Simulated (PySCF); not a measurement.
# One shape, several levels: singlet [CHF2]+

We compute a comparison of 4 runs (BCCD(T)/STO-3G, CCSDT(Q)/STO-3G, CCSDTQ/STO-3G, QCISD(T)/STO-3G) of singlet [CHF2]+. 

The calculation is run with PySCF 2.14.0.

4 further runs of the same task are left out: 4 set aside as unsound or not needed.

**1. The structure to begin with**

[CHF2]+: 4 atoms, total charge +1, spin state singlet. As SMILES of the parent species, `F[CH]F`. The coordinates come from a PBE0-D4/def2-TZVP relaxation. That shape belongs to the parent species and isn't relaxed for this state.

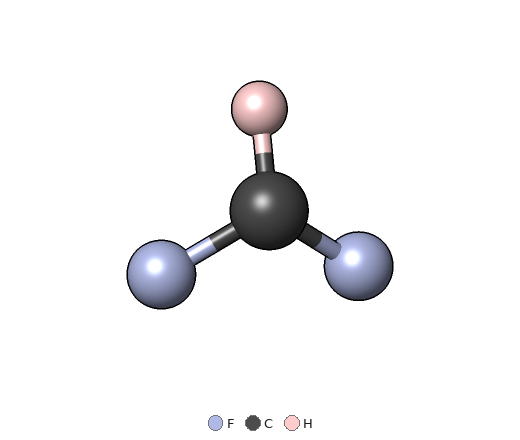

The structure, seen from a chosen angle (fluorine light blue, carbon dark grey, hydrogen pink).

**2. The energy at BCCD(T)/STO-3G (run 1)**

mol.xyz

```xyz
4
CHF2
F     -1.208200     0.264600    -0.141700
C      0.038600     0.063400     0.244400
F      0.433100    -1.166800    -0.029600
H      0.736500     0.838700    -0.073100
```

run.py

```python
from pyscf import gto, cc
from pyscf.cc.bccd import bccd_kernel_

mol = gto.M(
    atom='mol.xyz',
    basis='sto-3g',
    max_memory=1860,
    charge=1,
    verbose=4,
)

mf = mol.RHF()
mf.conv_tol = 1e-10
mf.kernel()
if not mf.converged:
    mf = mf.newton().run(mf.mo_coeff, mf.mo_occ)

mycc = cc.CCSD(mf, frozen=3).run()
mycc = bccd_kernel_(mycc, diis=True)
e_t = mycc.ccsd_t()
etot = mycc.e_tot + e_t
print('E = %.10f Eh' % etot)
```

Run with:

```bash
$ OMP_NUM_THREADS=1 python run.py
```

Log:

```text
PySCF version 2.14.0

[... 58 lines left out ...]
converged SCF energy = -233.716090432366
[... 12 lines left out ...]
Init t2, MP2 energy = -233.846853083965  E_corr(MP2) -0.130762651598653
[... 14 lines left out ...]
CCSD converged
[... 28 lines left out ...]
CCSD converged
[... 27 lines left out ...]
CCSD converged
[... 23 lines left out ...]
CCSD converged
[... 3 lines left out ...]
******** <class 'pyscf.cc.ccsd.CCSD'> ********
CC2 = 0
CCSD nocc = 9, nmo = 13
frozen orbitals 3
max_cycle = 50
direct = 0
conv_tol = 1e-07
conv_tol_normt = 1e-05
diis_space = 6
diis_start_cycle = 0
diis_start_energy_diff = 1e+09
Init E_corr(CCSD) = -0.163932475686907
cycle = 1  E_corr(CCSD) = -0.163932236295536  dE = 2.39391371e-07  norm(t1,t2) = 3.39989e-05
cycle = 2  E_corr(CCSD) = -0.163932702470481  dE = -4.66174944e-07  norm(t1,t2) = 7.72307e-06
cycle = 3  E_corr(CCSD) = -0.163932459346337  dE = 2.43124144e-07  norm(t1,t2) = 3.65578e-06
cycle = 4  E_corr(CCSD) = -0.163932520886188  dE = -6.15398509e-08  norm(t1,t2) = 1.89971e-06
CCSD converged
E(CCSD) = -233.8655321905532  E_corr = -0.1639325208861878
BCC iter:    3  E:    -233.865532190553  dE:   -3.978e-07  |t1|:    2.800e-06
CCSD(T) correction = -0.0161949242088952
E = -233.8817271148 Eh
```

It took 0.58 s on 1 thread of AMD EPYC 9R45 (Zen 5), shared host; peak memory 0.12 GiB.

**3. A single-point energy at CCSDT(Q)/STO-3G (run 2)**

calc.py

```python
from pyscf import gto, scf, cc

system = gto.M(
    atom='''
F       -1.208200       0.264600      -0.141700
C        0.038600       0.063400       0.244400
F        0.433100      -1.166800      -0.029600
H        0.736500       0.838700      -0.073100
''',
    verbose=4,
    basis='sto-3g',
    max_memory=1860,
    charge=1,
)

myscf = scf.RHF(system)
myscf.conv_tol = 1e-10
myscf.kernel()
if not myscf.converged:
    myscf = myscf.newton().run(myscf.mo_coeff, myscf.mo_occ)

mycc = cc.CCSDT(myscf, frozen=3)
mycc.kernel()
e_bracket, e_q = mycc.ccsdt_q()
e_final = mycc.e_tot + e_q
print('E(%s) = %.9f' % ('CCSDT(Q)', e_final))
```

Run with:

```bash
$ OMP_NUM_THREADS=1 python calc.py
```

Log:

```text
PySCF version 2.14.0

[... 58 lines left out ...]
converged SCF energy = -233.716090432366
[... 16 lines left out ...]
WARN: A large `blksize` is being used, which may cause large memory consumption
[... 12 lines left out ...]
Init t2, MP2 energy = -233.846853083966  E_corr(MP2) -0.130762651600
[... 20 lines left out ...]
RCCSDT converged
[... 5 lines left out ...]
E(CCSDT(Q)) = -233.884142529
```

Run time: 1.3 s. Hardware: 1 thread of AMD EPYC 9R45 (Zen 5), shared host; peak memory 0.11 GiB.

Run 3 isn't shown in full; the table further down has it.

**4. A single-point energy at QCISD(T)/STO-3G (run 4)**

input.py

```python
from pyscf import gto, cc

mol = gto.Mole()
mol.atom = '''
F     -2.283167     0.500022    -0.267774
C      0.072943     0.119809     0.461849
F      0.818440    -2.204932    -0.055936
H      1.391783     1.584913    -0.138139
'''
mol.unit = 'bohr'
mol.basis = 'sto-3g'
mol.max_memory = 1860
mol.verbose = 4
mol.charge = 1
mol.build()

hf = mol.RHF()
hf.conv_tol = 1e-10
hf.kernel()
if not hf.converged:
    hf = hf.newton().run(hf.mo_coeff, hf.mo_occ)

mycc = cc.QCISD(hf, frozen=3)
mycc.kernel()
e_t = mycc.qcisd_t()
energy = mycc.e_tot + e_t
print('E = %.10f Eh' % energy)
```

Run with:

```bash
$ OMP_NUM_THREADS=1 python input.py
```

Log:

```text
PySCF version 2.14.0

[... 58 lines left out ...]
converged SCF energy = -233.716090434571
[... 11 lines left out ...]
Init t2, MP2 energy = -233.846853070989  E_corr(MP2) -0.130762636418507
[... 13 lines left out ...]
QCISD converged
[... 2 lines left out ...]
E = -233.8844803181 Eh
```

Wall time 0.42 s (1 thread of AMD EPYC 9R45 (Zen 5), shared host); peak memory 0.12 GiB.

**5. All runs side by side**

```
run            level  energy (Eh)  correlation energy (mEh)  wall time
  1   BCCD(T)/STO-3G  -233.881727                    -165.6     0.58 s
  2  CCSDT(Q)/STO-3G  -233.884143                    -168.1      1.3 s
  3    CCSDTQ/STO-3G  -233.883809                    -167.7       11 s
  4  QCISD(T)/STO-3G  -233.884480                    -168.4     0.42 s
```

**6. Results**

```
                                          quantity          value
                               run 4: total energy  -233.88448 Eh
        run 4: HOMO energy (Hartree–Fock orbitals)      -23.72 eV
        run 4: LUMO energy (Hartree–Fock orbitals)       -6.88 eV
      run 4: HOMO–LUMO gap (Hartree–Fock orbitals)       16.84 eV
run 4: correlation energy (3 core orbitals frozen)     -168.4 mEh
                             run 4: (T) correction     -10.35 mEh
                              run 4: T1 diagnostic          0.031
```

In words: In run 4 the T1 diagnostic is large, so a single reference may not serve. In runs 1, 2, 3, 4 the basis is minimal, so the values are rough. All runs together took 13 s, the longest 11 s.
